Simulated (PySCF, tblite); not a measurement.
Coordinates of C₅H₅NO₂Si, SMILES C#C[Si@H](O)c1ccno1 (Å):

```xyz
14

C     -2.2884     0.0160    -2.1799
C     -1.7593    -0.4279    -1.1958
Si    -0.9531    -1.1077     0.3313
O     -1.9188    -1.0587     1.6290
C      0.5584    -0.0105     0.5991
C      1.7248     0.1852    -0.0921
C      2.4124     1.1573     0.6629
N      1.7163     1.5084     1.7085
O      0.5702     0.7922     1.6771
H     -2.7498     0.4067    -3.0413
H     -0.6034    -2.5150     0.2090
H     -2.1155    -0.2544     2.1031
H      2.0351    -0.2924    -0.9972
H      3.3704     1.6004     0.4795
```

GIAO shifts, PBE0/pcSseg-1 in PySCF 2.14.0, at a GFN2-xTB geometry (a minimum by its frequencies), against TMS for ¹³C, H₂O for ¹⁷O and TMS for ¹H computed at the same level (¹⁷O: a single water molecule, while the usual scale starts at liquid water and gives values some tens of ppm lower). Gas phase, fully decoupled, line heights follow the number of nuclei, widths are arbitrary (no quadrupolar broadening); values of one conformer, averaged over methyl-type rotors and exact or near symmetry; other conformers aren't averaged in. Protons on N, O or S are those of the isolated molecule, without hydrogen bonds to neighbours or exchange.

Question: Predict the ¹³C spectrum.

Answer: 5 signals.


| δ (ppm) | nuclei | atoms |
| --- | --- | --- |
| 177.0 | 1 | C5 |
| 152.8 | 1 | C7 |
| 118.8 | 1 | C6 |
| 103.2 | 1 | C1 |
| 90.1 | 1 | C2 |

Question: Predict the ¹⁷O spectrum.

Answer: 2 signals.


| δ (ppm) | nuclei | atoms |
| --- | --- | --- |
| 423.2 | 1 | O9 |
| 23.5 | 1 | O4 |

Question: How many ¹H lines appear, and where?

Answer: 5 signals.


```tsv
δ (ppm)	nuclei	atoms
8.41	1	H14
6.79	1	H13
5.37	1	H11
2.54	1	H12
2.08	1	H10
```

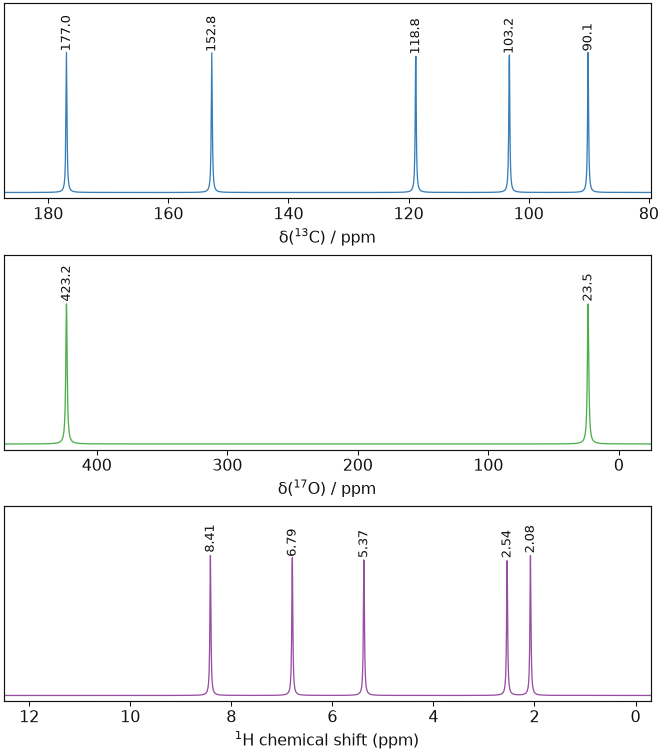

Known limits of this run: the tight-binding geometry is rougher than a DFT one and adds to the error.
